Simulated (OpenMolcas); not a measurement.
Single-point calculation of CH$_{3}$BNO (charge −1) (part 2 of 2)

CH$_{3}$BNO, charge −1; CASPT2/ANO-RCC-VDZP, DKH2 (OpenMolcas 26.06). The geometry comes from this level: GFN2-xTB.

Geometry of the input (Å):
```
N  0.2561  -1.9682  1.2399
C  0.2584  -0.9326  0.7229
B  0.2632  0.4511  -0.0318
O  -1.1042  0.7485  -0.5981
H  1.1131  0.3604  -0.9279
H  0.5508  1.3340  0.7501
H  -1.3376  0.0067  -1.1551
```

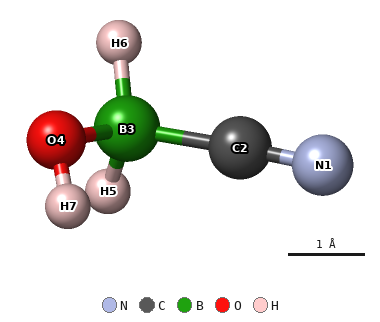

*The input geometry (ball-and-stick view, seen at a tilt; atoms are numbered from 1 in the order of the input).*

What the program printed, continued
```
      printout of CI-coefficients larger than  0.05 for root  1
      energy=    -194.004995
      conf/sym  1111111111     Coeff  Weight
             1  2222200000   0.96093 0.92339
            27  2222020000  -0.11025 0.01216
            43  222udud000   0.09821 0.00965
           104  2220202000  -0.10811 0.01169
           252  222uudd000   0.07565 0.00572

      Natural orbitals and occupation numbers for root  1
      sym 1:   1.987605   1.977012   1.982745   1.946701   1.945714   0.057562   0.056348   0.021254   0.013615   0.011445

      ************************************************************************************************************************
      *                                                    Final results                                                     *
      ************************************************************************************************************************

++    Final optimization conditions:
      ------------------------------

      Average CI energy                            -194.00499495
      RASSCF energy for state  1                   -194.00499495
      Super-CI energy                                -0.00000000
      RASSCF energy change                            0.00000000
      Max change in MO coefficients              -1.521E-04
      Max non-diagonal density matrix element    -6.638E-05
      Maximum BLB matrix element                  4.704E-06
      (orbital pair  12,  46 in symmetry   1)
      Norm of electronic gradient            1.483E-05
--

      Final state energy(ies):
      ------------------------

::    RASSCF root number  1 Total energy:   -194.00499495

++    Molecular orbitals:
      -------------------

      Pseudonatural active orbitals and approximate occupation numbers

      MOLECULAR ORBITALS FOR SYMMETRY SPECIES 1: a

      INDEX  ENERGY  OCCUPATION COEFFICIENTS ...
          1  -20.3405    2.0000
                43 O4     1s     ( 1.0001)
          2  -15.3397    2.0000
                 1 N1     1s     ( 1.0001)
          3  -11.0131    2.0000
                15 C2     1s     ( 1.0001)
          4   -7.3749    2.0000
                29 B3     1s     ( 0.9994)
          5   -1.1055    2.0000
                44 O4     2s     ( 0.7978)  67 H7     1s     ( 0.2443)
          6   -0.5000    2.0000
                30 B3     2s     ( 0.3310)  34 B3     2py    ( 0.1201)  46 O4     2px    ( 0.3820)  48 O4     2py    ( 0.2134)
                50 O4     2pz    ( 0.3190)  57 H5     1s     ( 0.1673)  62 H6     1s     ( 0.2392)  67 H7     1s     (-0.3645)

          7   -0.3979    2.0000
                30 B3     2s     (-0.1915)  32 B3     2px    (-0.1602)  44 O4     2s     ( 0.3577)  46 O4     2px    (-0.2222)
                48 O4     2py    ( 0.4654)  50 O4     2pz    ( 0.2994)  57 H5     1s     (-0.3328)  62 H6     1s     (-0.1308)
                67 H7     1s     (-0.2883)
          8   -0.3239    2.0000
                32 B3     2px    (-0.2753)  44 O4     2s     (-0.1286)  46 O4     2px    ( 0.3821)  48 O4     2py    (-0.5309)
                50 O4     2pz    ( 0.4137)  57 H5     1s     (-0.2000)  62 H6     1s     (-0.2156)
          9   -0.3015    2.0000
                34 B3     2py    ( 0.1294)  36 B3     2pz    ( 0.2066)  46 O4     2px    (-0.5047)  48 O4     2py    (-0.3616)
                50 O4     2pz    ( 0.4528)  62 H6     1s     ( 0.3752)  67 H7     1s     ( 0.1038)
         10   -0.2222    2.0000
                32 B3     2px    (-0.1139)  34 B3     2py    ( 0.1714)  36 B3     2pz    ( 0.2947)  44 O4     2s     (-0.1039)
                46 O4     2px    ( 0.3506)  50 O4     2pz    (-0.4188)  57 H5     1s     (-0.5364)  62 H6     1s     ( 0.4185)
                67 H7     1s     ( 0.1325)
         11   -0.8563    1.9876
                 2 N1     2s     ( 0.4429)  16 C2     2s     ( 0.6144)  34 B3     2py    (-0.1783)
         12   -0.3808    1.9770
                 2 N1     2s     ( 0.4165)   6 N1     2py    (-0.6767)   8 N1     2pz    ( 0.3413)  16 C2     2s     (-0.2448)
                20 C2     2py    ( 0.1206)  21 C2     3py    (-0.1319)  30 B3     2s     ( 0.1258)
         13   -0.5521    1.9827
                 2 N1     2s     ( 0.5090)   6 N1     2py    ( 0.1280)  16 C2     2s     (-0.2975)  20 C2     2py    (-0.4023)
                21 C2     3py    ( 0.1073)  22 C2     2pz    ( 0.2082)  30 B3     2s     (-0.1920)  34 B3     2py    ( 0.2895)
                36 B3     2pz    (-0.1503)
         14   -0.2573    1.9467
                 4 N1     2px    ( 0.1937)   6 N1     2py    (-0.2849)   8 N1     2pz    (-0.5677)  18 C2     2px    ( 0.1495)
                20 C2     2py    (-0.2305)  22 C2     2pz    (-0.4443)
         15   -0.2586    1.9457
                 4 N1     2px    (-0.6262)   8 N1     2pz    (-0.1682)  18 C2     2px    (-0.5078)  22 C2     2pz    (-0.1384)

         16    0.5815    0.0576
                 4 N1     2px    (-0.7415)   5 N1     3px    ( 0.1874)   6 N1     2py    (-0.1123)   8 N1     2pz    (-0.2219)
                18 C2     2px    ( 0.7717)  20 C2     2py    ( 0.1181)  22 C2     2pz    ( 0.2280)
         17    0.5924    0.0563
                 4 N1     2px    ( 0.2440)   6 N1     2py    (-0.3316)   8 N1     2pz    (-0.6549)   9 N1     3pz    ( 0.1748)
                18 C2     2px    (-0.2602)  20 C2     2py    ( 0.3537)  22 C2     2pz    ( 0.6920)
         18    1.2071    0.0213
                 2 N1     2s     (-0.5051)   6 N1     2py    (-0.6401)   7 N1     3py    ( 0.4095)   8 N1     2pz    ( 0.3277)
                 9 N1     3pz    (-0.2095)  16 C2     2s     ( 0.7256)  17 C2     3s     (-0.3688)  20 C2     2py    (-0.4565)
                22 C2     2pz    ( 0.2170)  30 B3     2s     (-0.1471)  34 B3     2py    ( 0.2575)  36 B3     2pz    (-0.1350)

         19    1.0225    0.0136
                 3 N1     3s     ( 1.0105)   7 N1     3py    (-0.2633)   9 N1     3pz    ( 0.1297)  17 C2     3s     (-0.1545)
                20 C2     2py    (-0.1825)  21 C2     3py    ( 0.1600)
         20    1.2203    0.0114
                 2 N1     2s     ( 0.2528)   6 N1     2py    ( 0.2796)   7 N1     3py    (-0.1649)   8 N1     2pz    (-0.1282)
                16 C2     2s     ( 0.2993)  17 C2     3s     (-0.3429)  20 C2     2py    ( 0.6955)  21 C2     3py    (-0.4519)
                22 C2     2pz    (-0.3645)  23 C2     3pz    ( 0.2346)  30 B3     2s     (-0.4197)  31 B3     3s     ( 0.1530)
                34 B3     2py    ( 0.6432)  35 B3     3py    (-0.1500)  36 B3     2pz    (-0.3434)  39 B3     3d1-   (-0.1157)
                42 B3     3d2+   (-0.1116)  48 O4     2py    (-0.1214)  50 O4     2pz    ( 0.1021)
--

      Von Neumann Entropy (Root   1) =  0.56805

      Mulliken population analysis for root number:  1
      -----------------------------------------------

++    Molecular charges:
      ------------------

      Mulliken charges per centre and basis function type
      ---------------------------------------------------

                N1      C2      B3      O4      H5      H6      H7
      1s       2.0000  2.0003  2.0011  2.0002  1.2463  1.2093  0.8215
      2s       1.4729  1.3151  0.7824  1.7168 -0.0340 -0.0304  0.0166
      2px      1.1118  0.8317  0.5031  1.6091  0.0073  0.0037  0.0321
      2pz      1.1807  0.8256  0.6915  1.6530  0.0081  0.0079  0.0410
      2py      1.3327  0.8305  0.7041  1.5781  0.0049  0.0089  0.0462
      3s       0.0008  0.0239 -0.0080 -0.0132  0.0000  0.0000  0.0000
      3px      0.0101 -0.0044  0.0024 -0.0162  0.0000  0.0000  0.0000
      3pz      0.0086  0.0241 -0.0184 -0.0149  0.0000  0.0000  0.0000
      3py      0.0052  0.1095 -0.0101 -0.0149  0.0000  0.0000  0.0000
      3d2+     0.0089  0.0205  0.0540  0.0057  0.0000  0.0000  0.0000
      3d1+     0.0039  0.0077  0.0513  0.0023  0.0000  0.0000  0.0000
      3d0      0.0098  0.0195  0.0210  0.0017  0.0000  0.0000  0.0000
      3d1-     0.0127  0.0279  0.0522  0.0074  0.0000  0.0000  0.0000
      3d2-     0.0155  0.0270  0.0325  0.0039  0.0000  0.0000  0.0000
      Total    7.1735  6.0589  4.8590  8.5193  1.2326  1.1993  0.9574

      N-E     -0.1735 -0.0589  0.1410 -0.5193 -0.2326 -0.1993  0.0426

      Total electronic charge=   30.000000

      Total            charge=   -1.000000
--

      Expectation values of various properties for root number:  1
      -----------------------------------------------------------

++    Molecular properties:
      ---------------------

      Charge (e):
                      =   -1.0000
      Dipole Moment (debye):
      Origin of the operator (angstrom)=   -0.1383   -0.3587    0.2637
                   X= -8.6269E-01               Y= -1.2369E+00               Z= -7.5897E-01           Total=  1.6883E+00
      Center of Charge (angstrom)
                     X=    0.04134279               Y=   -0.10119104               Z=    0.42174918
      Quadrupole Moment (debye*angstrom):
      Origin of the operator (angstrom)=   -0.1383   -0.3587    0.2637
                  XX= -3.1124E+01              XY=  3.0855E+00              XZ=  3.7316E-02              YY= -4.0805E+01
                  YZ=  7.2885E+00              ZZ= -3.0564E+01
      In traceless form (debye*angstrom)
                  XX=  4.5605E+00              XY=  4.6282E+00              XZ=  5.5973E-02              YY= -9.9608E+00
                  YZ=  1.0933E+01              ZZ=  5.4003E+00
--

      LoProp population analysis for root number:  1
      -----------------------------------------------

++    LoProp analysis:
      ----------------

++    Static properties:
      ------------------

      LoProp Charges per center

                   N1       C2       B3       O4       H5       H6       H7
      Nuclear      7.0000   6.0000   5.0000   8.0000   1.0000   1.0000   1.0000
      Electronic  -7.3516  -5.9517  -5.0885  -8.6962  -1.1186  -1.0856  -0.7078

      Total       -0.3516   0.0483  -0.0885  -0.6962  -0.1186  -0.0856   0.2922
--

      Natural Bond Order analysis for root number:  1

++    Natural Bond Order analysis
      ---------------------------
      Based on LoProp computed density
      -------------------------------------------------------------------------------------
      Atom A       Atom B       Bond Order
      -------------------------------------------------------------------------------------
      NBO located      0.997 non-bonded electrons on atom N1
      NBO located      0.996 non-bonded electrons on atom C2
      NBO located      0.991 non-bonded electrons on atom B3
      NBO located      0.999 non-bonded electrons on atom O4
      The remaining   13.473 electrons are to be considered as diffuse
--

--

      Average orbitals are written to the RASORB file
      Natural orbitals for root   1 are written to the RASORB.1 file
      Spin density orbitals for root   1 are written to the SPDORB.1 file

--- Stop Module: rasscf /rc=_RC_ALL_IS_WELL_ ---
--- Module rasscf spent 3 seconds ---

--- Start Module: caspt2 ---

                                              &CASPT2

                       available to each process: 1.9 GB of memory, 1 thread

++    Wave function specifications:
      -----------------------------

      Number of closed shell electrons          12
      Number of electrons in active shells      10
      Max number of holes in RAS1 space          0
      Max number of electrons in RAS3 space      0
      Number of inactive orbitals                6
      Number of active orbitals                 10
      Number of secondary orbitals              51
      Spin quantum number                      0.0
      State symmetry                             1
      Number of CSFs                         19404
      Number of CASSCF root(s) available         1
      CASPT2 state passed to geometry opt.       1
      A file JOBMIX will be created
      This is a CASSCF or RASSCF reference function
--

++    Orbital specifications:
      -----------------------

      Symmetry species                           1
                                                 a
      Frozen orbitals                            4
      Inactive orbitals                          6
      Active orbitals                           10
      Secondary orbitals                        51
      Deleted orbitals                           0
      Number of basis functions                 71
--

++    CASPT2 specifications:
      ----------------------

      Type of calculation                        SS-CASPT2
      Fock operator                              state-specific
      IPEA shift                                 0.15
      Real shift                                 0.00
      Imaginary shift                            0.00
      Sigma^2 regularizer                        0.30
      The input orbitals will be transformed to quasi-canonical
--

--------------------------------------------------------------------------------
 Estimated memory requirements:
  POLY3 :                  3551880
  RHS:                      427076
  SIGMA :                   568240
  PRPCTL:                        0
 Available workspace:    232435145

++ CASPT2 computation for group   1

********************************************************************************
 Multi-State initialization phase begins for group   1
--------------------------------------------------------------------------------
********************************************************************************
 Compute H0 matrices for state    1
--------------------------------------------------------------------------------
--------------------------------------------------------------------------------
 H0 matrices have been computed.

********************************************************************************
  CASPT2 EQUATION SOLUTION
--------------------------------------------------------------------------------

  Total nr of CASPT2 parameters:
   Before reduction:      471726
   After  reduction:      470850

 Variance of |WF0>:       1.6350593533

 The contributions to the second order correlation energy in atomic units.
-----------------------------------------------------------------------------------------------------------------------------
  IT.      VJTU        VJTI        ATVX        AIVX        VJAI        BVAT        BJAT        BJAI        TOTAL       RNORM
-----------------------------------------------------------------------------------------------------------------------------
   1    -0.001059   -0.000423   -0.059379   -0.009174   -0.008826   -0.071835   -0.018836   -0.268127   -0.437658    0.016695
   2    -0.001135   -0.000460   -0.060550   -0.009418   -0.009037   -0.072134   -0.019013   -0.268524   -0.440270    0.002798
   3    -0.001140   -0.000466   -0.060519   -0.009417   -0.009030   -0.072119   -0.018994   -0.268492   -0.440177    0.000649
   4    -0.001143   -0.000467   -0.060486   -0.009414   -0.009028   -0.072110   -0.018991   -0.268477   -0.440116    0.000123
   5    -0.001143   -0.000467   -0.060485   -0.009414   -0.009028   -0.072111   -0.018992   -0.268478   -0.440118    0.000026
   6    -0.001143   -0.000467   -0.060486   -0.009414   -0.009028   -0.072111   -0.018992   -0.268479   -0.440121    0.000005
   7    -0.001143   -0.000467   -0.060486   -0.009414   -0.009028   -0.072111   -0.018992   -0.268479   -0.440121    0.000001
-----------------------------------------------------------------------------------------------------------------------------

  FINAL CASPT2 RESULT:

      Reference energy:        -194.0049949493
      E2 (Non-variational):      -0.4401205028
      Shift correction:          -0.0000008100
      E2 (Variational):          -0.4401213128
      Total energy:            -194.4451162620
      Residual norm:              0.0000002756
      Reference weight:           0.87682

      Contributions to the CASPT2 correlation energy
      Active & Virtual Only:         -0.1325971505
      One Inactive Excited:          -0.0295494157
      Two Inactive Excited:          -0.2779739366

++ Denominators, etc.
--------------------------------------------------------------------------------------------------------------
 Report on small energy denominators, large coefficients, and large energy contributions.
CASE  SYMM ACTIVE-MIX  NON-ACTIVE INDICES          DENOMINATOR     RHS VALUE       COEFFICIENT     CONTRIBUTION
ATVX     1  Mu1.0028  Se1.041                       2.52172187     -0.06171422      0.02550638     -0.00157411
--

   (Skipping property calculation,
    use PROP keyword to activate)
--

  Total CASPT2 energies:
::    CASPT2 Root  1     Total energy:   -194.44511626

  A NEW JOBIPH FILE NAMED 'JOBMIX' IS PREPARED.
********************************************************************************
--- Stop Module: caspt2 /rc=_RC_ALL_IS_WELL_ ---
--- Module caspt2 spent 9 seconds ---

.##################.
.# Happy landing! #.
.##################.

    Timing: Wall=15.88 User=15.12 System=0.75
```

Summary

- outcome: converged
- total energy: −194.445116 hartree
- CASSCF energy: −194.004995 hartree
- basis functions: 71
- wall time: 16 s
- peak memory: 0.084 GiB

Settings chosen away from the usual ones: lsh set to 1.0 (from default).
